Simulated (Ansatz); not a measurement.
System: C₂H₃AlBF (SMILES BC#[C][AlH][F]).

The calculation's input:

```
crystal:
  periodic: [false, false, false]
  atoms:
    - symbol: C
      position_ang: [-0.316336, 1.164366, 0.419828]
    - symbol: C
      position_ang: [0.831266, 0.698825, 0.479940]
    - symbol: Al
      position_ang: [2.570228, -0.070993, 0.568468]
    - symbol: B
      position_ang: [-1.704996, 1.734329, 0.347769]
    - symbol: F
      position_ang: [3.858468, 0.967635, 0.732417]
    - symbol: H
      position_ang: [-2.182273, 2.026193, -0.720708]
    - symbol: H
      position_ang: [-2.342303, 1.898595, 1.358459]
    - symbol: H
      position_ang: [2.834145, -1.615848, 0.494815]
basis:
  gaussian: {orbitals: def2-TZVPD}
hamiltonian: {xc: {name: PBE0}}
output: {forces: true, orbitals: {seedname: orbitals}}
```

Command:

```sh
ansatz run input.yaml --threads 1 --pin off --max-ram 2610MiB --events-out events.jsonl --progress --plain --runs-dir runs
```

Geometry: r2SCAN-D4/def2-SVP.

The calculation used isolated molecule in a Gaussian basis; Kohn-Sham density functional theory, functional PBE0 (Ansatz).

> What will maps of the electron density and electron localisation function show?

C–C (1.24 Å): ρ is about 2.8 e/Å³ halfway; the ELF peaks at about 0.90 between the atoms: a short, multiple covalent bond.
C–B (1.50 Å): the density is about 1.6 e/Å³ at the midpoint; the ELF peaks at about 0.95 between the atoms: localised, covalent bonding.
Al–F (1.66 Å): ρ is about 0.88 e/Å³ halfway; the ELF peaks at about 0.85 in the valence shell of F, 0.6 Å from its nucleus, and is about 0.35 at the midpoint.
C–Al (1.90 Å): ρ at the midpoint is about 0.74 e/Å³; the ELF peaks at about 0.95 in the valence shell of C, 0.7 Å from its nucleus, and is about 0.85 at the midpoint.

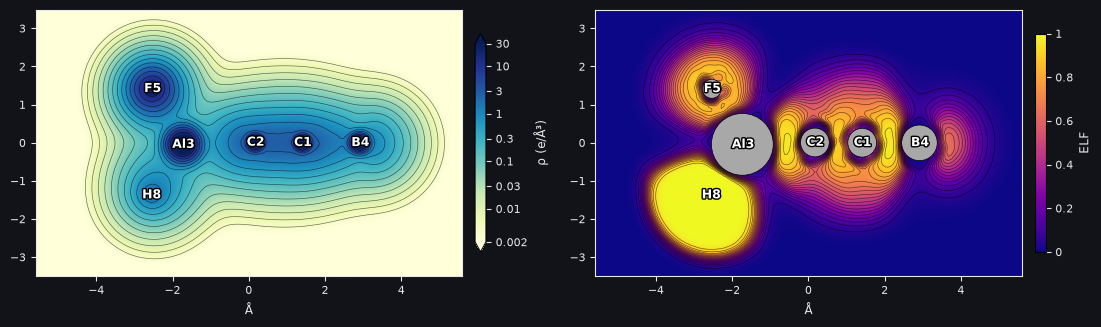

Computed electron density and electron localisation function on the plane of atoms F5, Al3 and H8, in this order. Grey discs cover the atomic cores in the ELF map. 
